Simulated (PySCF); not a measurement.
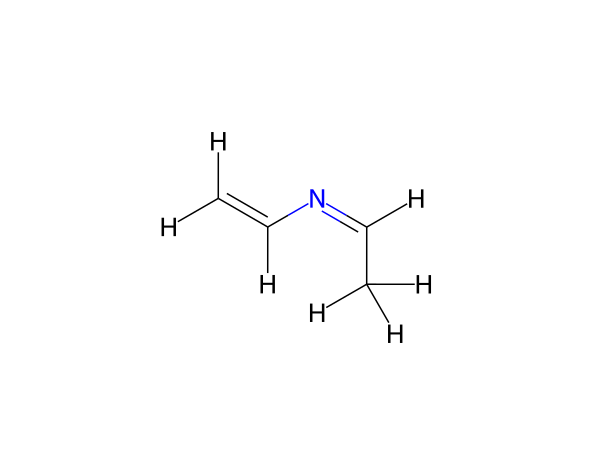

The geometry was computed by an optimisation with PBE0-D3(BJ)/def2-SVP. No frequency run is at hand to confirm it as a minimum. Program: PySCF 2.14.0.

Compare HOMO–LUMO gap (eV) at these levels: B3LYP/pcJ-1; KT3/pcSseg-2; PBE0/def2-SVPD; PBE0/pcSseg-1.

```
         level  HOMO–LUMO gap (eV)
   B3LYP/pcJ-1                5.53
  KT3/pcSseg-2                3.83
PBE0/def2-SVPD                5.93
 PBE0/pcSseg-1                5.99
```
